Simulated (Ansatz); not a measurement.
# Leakage through LiF between Au(100) and Au(100): one more thickness

The current through thinner LiF barriers is known. What leaks through 5 layers at 0.25 V?

How it was computed: Ansatz 0.2.0, plane waves with PAW datasets, PBE; a slab with two metal leads whose outer parts are reservoirs, with density and current solved under bias (Landauer, 300 K). The LiF is strained to the lead's lattice, the interfaces are relaxed in a short slab (PBE+D3(BJ)), and bulk layers are laid on.

The runs, with one result withheld:

```tsv
layers of LiF	cell length (Å)	drop between the leads' cuts at 0.25 V (V)	current density at 0.25 V (A/m²)
1	66.48	0.235	1.84×10¹³
2	68.62	0.248	2.42×10¹¹
3	70.61	0.248	1.54×10¹⁰
4	72.60	0.248	5.37×10⁸
5	74.58	0.248	?
```

Worked fit:

Deep in a barrier the current should fall by a fixed factor for each layer; the steps shown give 76, 16 and 29 per layer, so that is only roughly so here. A straight line through ln J for 2, 3 and 4 layers has the slope −3.055 per layer, a factor of 21; with about 1.99 Å per layer that is β = 1.5 Å⁻¹. Then J = exp(32.423 − 3.055 × 5). Predicted: 2.80×10⁷ A/m².

What the run gave:

2.17×10⁷ A/m², so the prediction is 29 % too high. From 4 to 5 layers the current falls by 25 per layer, against the fitted 21. The steps are uneven, so one factor describes this series only roughly.

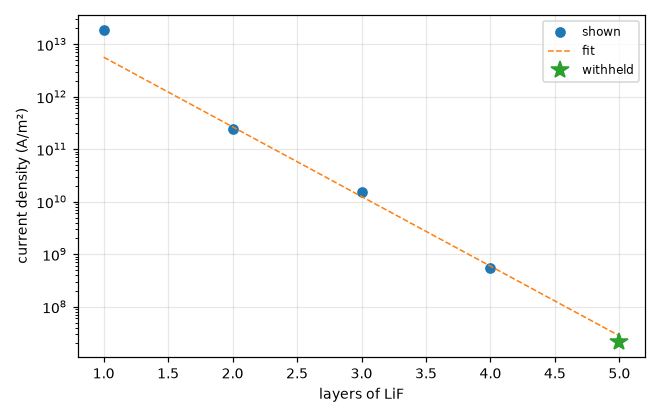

Current density against thickness.

**Limits.** On every other k-point the currents of these runs, at any bias, move by up to 10 %. A semilocal functional makes the barrier's gap too small; each thickness has its own relaxed interfaces. Spin-orbit coupling is left out, which matters for Au.

[Logs are printed without paths, hosts, clocks, repeated set-up lines and the standing remarks that a program may print on its own settings, such as how far it seeks lower states.]
